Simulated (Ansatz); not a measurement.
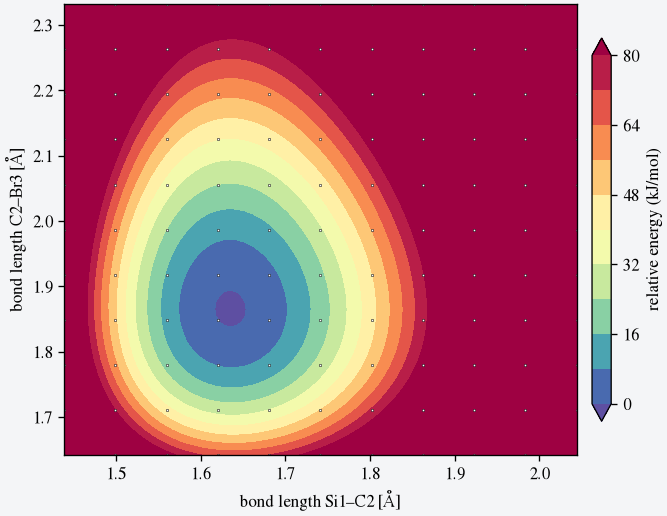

CBrSi, SMILES [Si-]#CBr, charge −1. The first coordinate is: bond length Si1–C2; the second: bond length C2–Br3. Nothing is relaxed (all other coordinates rigid). The scan uses an 11 × 11 grid. Energies are in kJ/mol, from the lowest grid point. All numbers below come from Ansatz 0.2.0, RKS CAM-B3LYP-D4/def2-SVPD.

The picture shows filled contours, dots at the grid points, one colour for all values above the top of the scale. Between grid points the surface is interpolated.

Q: Estimate the position of the minimum and the force constants in these coordinates.

A: The interpolated minimum is at bond length Si1–C2 ≈ 1.635 Å, bond length C2–Br3 ≈ 1.865 Å. The curvatures there are about 45 eV/Å² and 19 eV/Å², with a cross term of about 0 eV/Å². Round the minimum the two coordinates are nearly uncoupled. (1 eV is 96.5 kJ/mol.)
